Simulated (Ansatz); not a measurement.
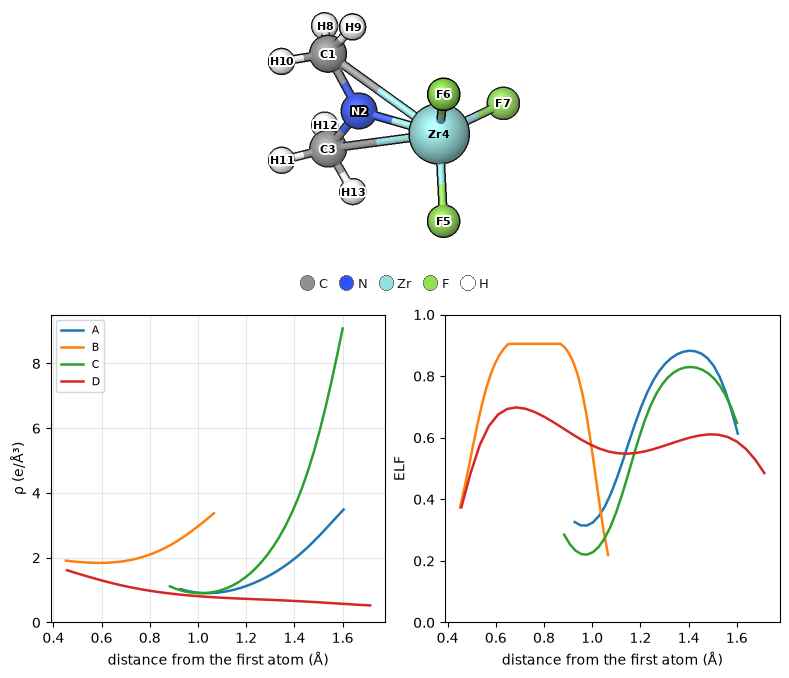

Figure. C$_{2}$H$_{6}$F$_{3}$NZr. Electron density and ELF along straight lines between neighbouring atoms. The curves leave out the atomic cores. The structure is drawn too.

Geometry: PBE0-D4/def2-TZVP; core potentials replace the inner electrons of Zr.

The calculation used RKS PBE0-D4/def2-TZVPP (Ansatz).

```xyz
13

C    -0.3684   -0.1279    1.4914
N     0.0830   -0.0854    0.1189
C     1.0060   -1.1469   -0.2143
Zr   -0.5858    1.2493   -1.2195
F     0.7743    1.4777   -2.5420
F    -1.0693    2.8342   -0.2680
F    -2.1492    0.5198   -2.0530
H    -0.8924   -1.0672    1.7120
H    -1.0560    0.6962    1.7039
H     0.4744   -0.0404    2.1898
H     1.9062   -1.1021    0.4128
H     0.5474   -2.1348   -0.0753
H     1.3297   -1.0724   -1.2568
```

Which curve belongs to which contact (C–N, C–Zr, Zr–F and Zr–N)? The first atom named is at distance zero.

Curve A: Zr–N (2.00 Å): the density is about 0.92 e/Å³ at the midpoint; the ELF peaks at about 0.90 in the valence shell of N, 0.6 Å from its nucleus, and drops to about 0.30 between the two atoms. Curve B: C–N (1.45 Å): the density is about 1.9 e/Å³ at the midpoint; the ELF peaks at about 0.90 between the atoms, as expected for a shared electron pair. Curve C: Zr–F (1.91 Å): ρ at the midpoint is about 0.94 e/Å³; the ELF peaks at about 0.85 in the valence shell of F, 0.5 Å from its nucleus, and drops to about 0.20 between the two atoms. Curve D: C–Zr (3.05 Å): the density is about 0.61 e/Å³ at the midpoint; the ELF is about 0.60 at the midpoint.
